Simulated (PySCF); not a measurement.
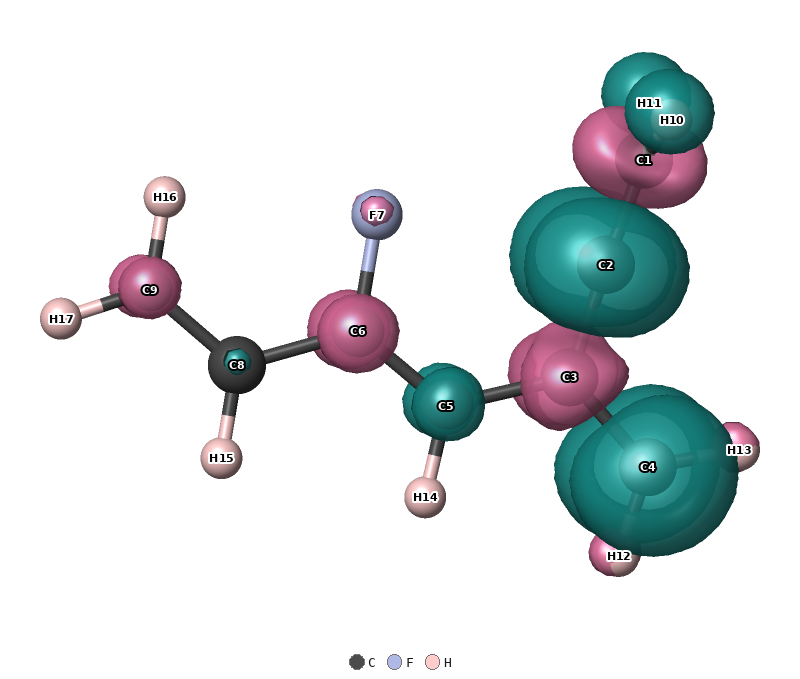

The picture shows: C8H8F (doublet). Isosurfaces of the spin density (α minus β) at +0.02 (teal) and −0.02 e/Å³ (pink), seen across its widest extent.

Geometry: GFN2-xTB.

All numbers below come from PySCF, UKS B3LYP, pcH-1 on C F H, non-relativistic, mean-field spin-orbit, GIAO.

| atom | x (Å) | y (Å) | z (Å) |
| --- | --- | --- | --- |
| C | 2.9204 | -0.0707 | 0.6525 |
| C | 1.7036 | -0.0109 | 1.0612 |
| C | 0.4340 | 0.0598 | 1.5360 |
| C | 0.1816 | 0.1109 | 2.8985 |
| C | -0.6959 | 0.0839 | 0.6111 |
| C | -0.6597 | -0.0075 | -0.7260 |
| F | 0.5229 | -0.1403 | -1.3728 |
| C | -1.8215 | 0.0188 | -1.5870 |
| C | -1.7681 | -0.1055 | -2.9102 |
| H | 3.5030 | 0.8138 | 0.4261 |
| H | 3.4315 | -1.0094 | 0.4792 |
| H | -0.8240 | 0.1605 | 3.2713 |
| H | 0.9853 | 0.0960 | 3.6105 |
| H | -1.6688 | 0.1817 | 1.0689 |
| H | -2.7646 | 0.1484 | -1.0755 |
| H | -0.8307 | -0.2385 | -3.4240 |
| H | -2.6560 | -0.0786 | -3.5170 |

### Describe the spin distribution.

The unpaired spin (1 electron) lies mostly on C4 (about 0.5) and C2 (about 0.4), in electrons by Hirshfeld's partition.
